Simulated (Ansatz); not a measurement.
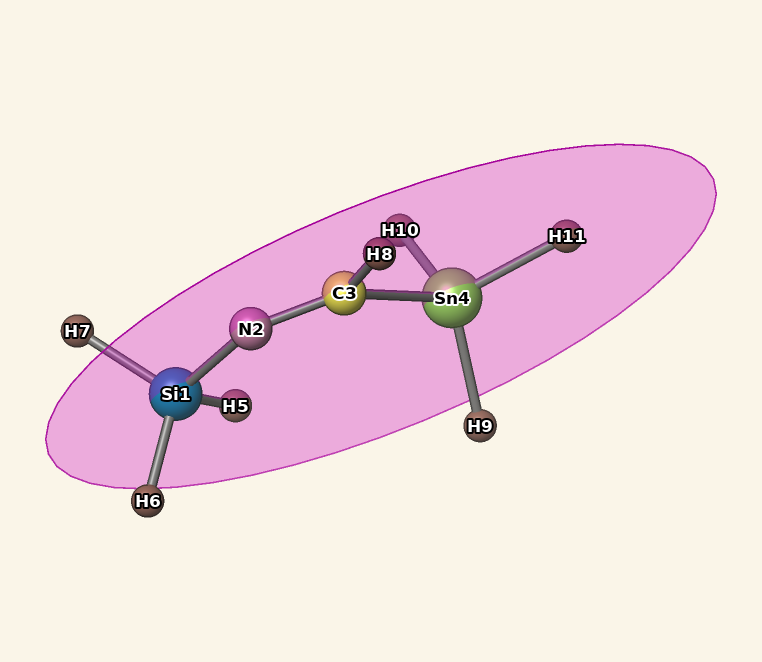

A disc through the centre of mass is drawn in. Atoms fade into the background with distance from the viewer. The computed structure is the end point of a PBE0-D4/def2-TZVP optimisation. No frequency run is at hand to confirm it as a minimum.

Q: Is the plane of the disc a mirror plane of the structure?

A: Yes. The reflection leaves Si1, N2, C3, Sn4, H5, H8, H11 in place and moves H6 ↔ H7; H9 ↔ H10. The point group is Cs.
